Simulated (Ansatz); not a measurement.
CH$_{5}$AlBFO

```xyz
10

C     0.2772    1.2773   -1.1364
Al    0.0041    1.0768    2.9679
B    -0.7875    1.2718    0.0218
F     0.3098    2.5106    3.7732
O    -0.4341    1.1634    1.3259
H     0.0585    0.4564   -1.8543
H     1.3270    1.1849   -0.7938
H     0.1754    2.2115   -1.7316
H    -1.9853    1.3642   -0.2325
H     0.1259   -0.2999    3.7200
```

Geometry: PBE-D3(BJ)/def2-SVP.

Level of theory: Ansatz 0.2.0, isolated molecule in a Gaussian basis; Kohn-Sham density functional theory, functional PBE0.

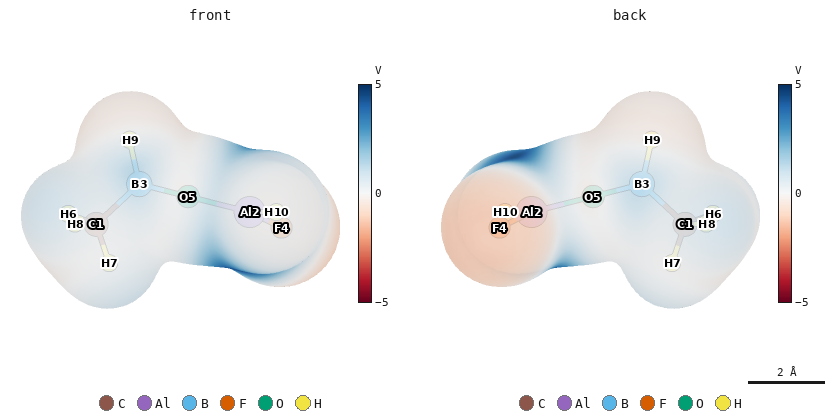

Figure 1. The molecular electrostatic potential painted on the density surface at 0.002 e/bohr³, seen from the front and from behind; red is negative and blue positive.

Question: Where is the surface potential most negative and most positive?

Answer: The most negative region (about −1.2 V) lies over F4, the most positive (about +4.3 V) over Al2.

Question: What dipole moment does the calculation give?

Answer: Its dipole moment is 1.36 D.

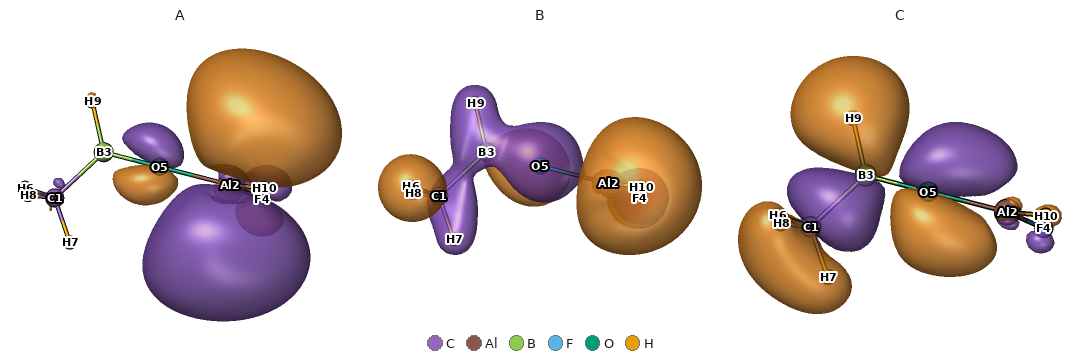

Figure 2. Three frontier orbitals at ±0.06 Å⁻³ᐟ² (orange and purple are the two phases), in no order.

Question: Which picture is the HOMO−1, the HOMO and the LUMO?

Answer: B is the HOMO−1 (−9.82 eV). By Hirshfeld shares it lies mainly on H10 (about 40 %), Al2 (about 25 %), O5 (about 15 %) and F4 (about 5 %). C is the HOMO (−8.04 eV). It lies mainly on O5 (about 30 %), B3 (about 20 %), C1 (about 20 %) and H9 (about 20 %). A is the LUMO (−0.85 eV). By Hirshfeld shares it lies mainly on Al2 (about 80 %) and H10 (about 10 %).

Question: What is the HOMO–LUMO gap?

Answer: 7.19 eV between the orbital energies.

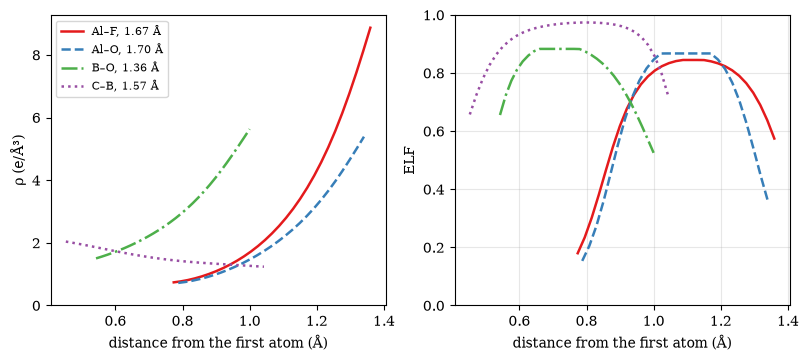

Figure 3. Total electron density and electron localisation function along straight lines between neighbouring atoms. The curves leave out the atomic cores.

Question: Compare the contacts.

Answer: Al–F (1.67 Å): ρ is about 0.87 e/Å³ halfway; the ELF peaks at about 0.85 in the valence shell of F, 0.6 Å from its nucleus, and is about 0.40 at the midpoint.
Al–O (1.70 Å): ρ is about 0.84 e/Å³ halfway; the ELF peaks at about 0.85 in the valence shell of O, 0.7 Å from its nucleus, and is about 0.35 at the midpoint.
B–O (1.36 Å): ρ is about 2.1 e/Å³ halfway; the ELF peaks at about 0.90 between the atoms (a short, strongly polar bond).
C–B (1.57 Å): ρ at the midpoint is about 1.4 e/Å³; the ELF peaks at about 1 between the atoms; a covalent bond.
